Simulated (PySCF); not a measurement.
**C$_{5}$H$_{13}$Si$_{2}$ (SMILES C=CC[C]([SiH3])C[SiH3]) (doublet): density, localisation and related maps**

Input file:

```
{"job": {"kind": "epr", "basis": "pcH-1"}, "charge": 0, "multiplicity": 2}
C     -2.070659    -1.742001    -0.235650
C     -1.736366    -0.467014    -0.305929
C     -1.166927     0.326197     0.835973
C      0.180218     0.863139     0.470496
Si     0.333666     2.287761    -0.703066
C      1.363740     0.124438     0.923619
Si     1.842940    -1.309195    -0.278197
H     -1.977169    -2.304542     0.679604
H     -2.460134    -2.278851    -1.084416
H     -1.837227     0.081868    -1.232818
H     -1.110509    -0.305620     1.726984
H     -1.847358     1.160468     1.040824
H     -0.893771     3.085764    -0.623119
H      0.524961     1.892792    -2.111621
H      1.496172     3.096471    -0.317279
H      1.206626    -0.320816     1.909778
H      2.229958     0.785827     0.980370
H      2.025511    -0.750368    -1.615802
H      3.097449    -1.890949     0.208077
H      0.793729    -2.324690    -0.270864
```

Command:

```sh
OMP_NUM_THREADS=1 python probes_run.py task.json out
```

Geometry: GFN2-xTB.

Level of theory: UKS B3LYP, pcH-1 on C H Si, non-relativistic, mean-field spin-orbit, GIAO in PySCF.

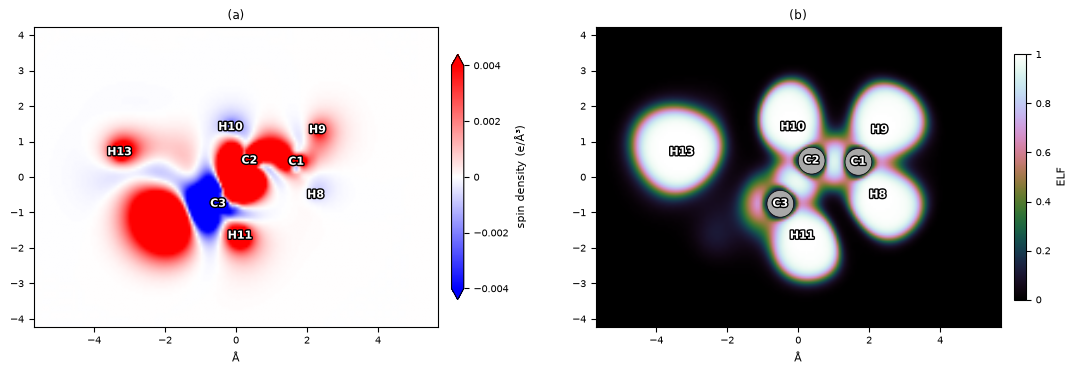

Figure 1. (a) spin density (α minus β); (b) ELF on the plane of atoms H8, C1 and H9. Grey discs cover the atomic cores in the ELF map.

Question: Describe what can be read from this map.

Answer:
- The plane passes through C and H nuclei.
- C–C (1.32 Å): the ELF peaks at about 0.95 between the atoms (a short, multiple covalent bond).
- C–H (1.08 Å): the ELF climbs to about 1 towards the hydrogen, as it does in any bond to H (a covalent bond by its length).
- The unpaired spin (1 electron) lies mostly on C4 (about 0.6) and Si5 (about 0.1), in electrons by Hirshfeld's partition.

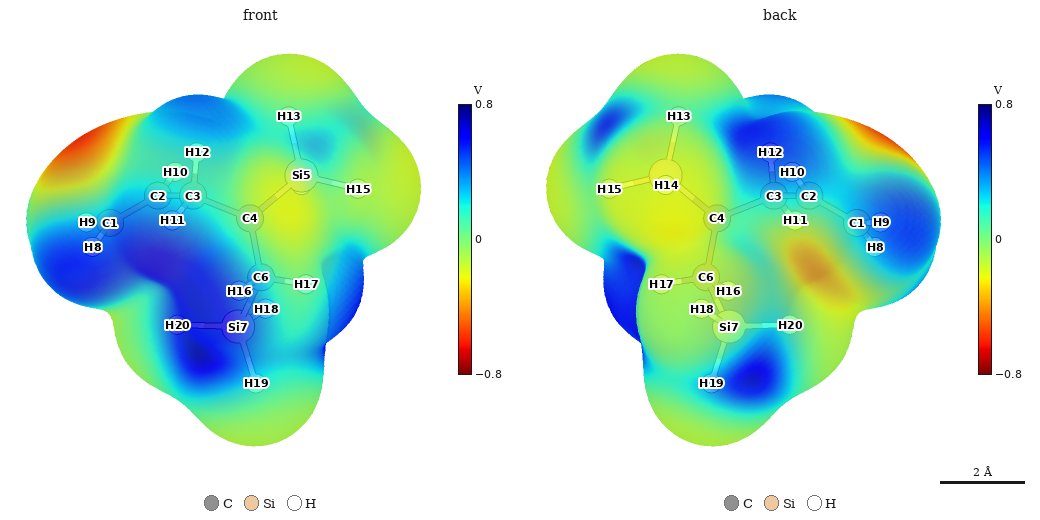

Figure 2. The electrostatic potential painted on the density surface at 0.001 e/bohr³, seen from the front and from behind; the colour scale runs from red (negative) to blue (positive).

Question: Where is the surface potential most negative and most positive?

Answer: The most negative region (about −0.6 V) lies over the π face of C1 and C2, the most positive (about +0.7 V) over Si5, Si7 and H16.
